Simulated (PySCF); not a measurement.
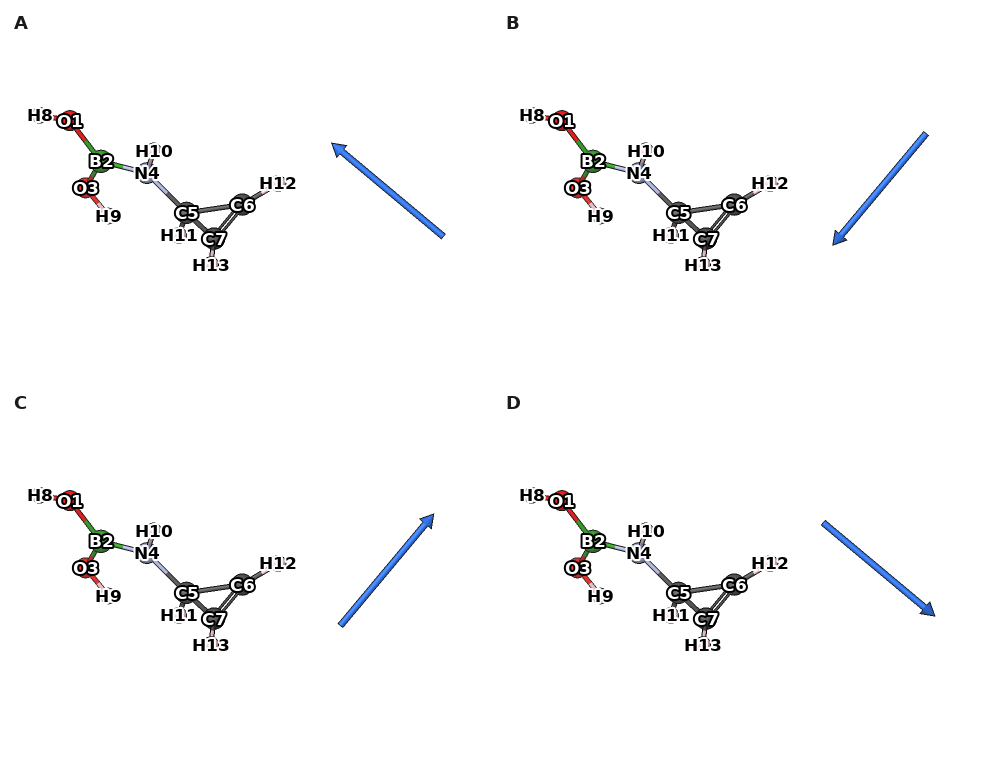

The same molecule four times, each with an arrow. Computed geometry: GFN2-xTB optimisation. No frequency run is at hand to confirm it as a minimum. Method: PBE0/pcSseg-1, gas phase (PySCF 2.14.0).

Which arrow points along the dipole moment, from the negative to the positive end?

Answer. D. The dipole moment is 1.97 D; it points from the side of H8 to the side of H12, H13 (the outermost atoms at the two ends).

The geometry is semi-empirical. Around B such bond lengths and angles can be off by a tenth of an ångström or more and by several degrees, and values that hang on the shape move with them.
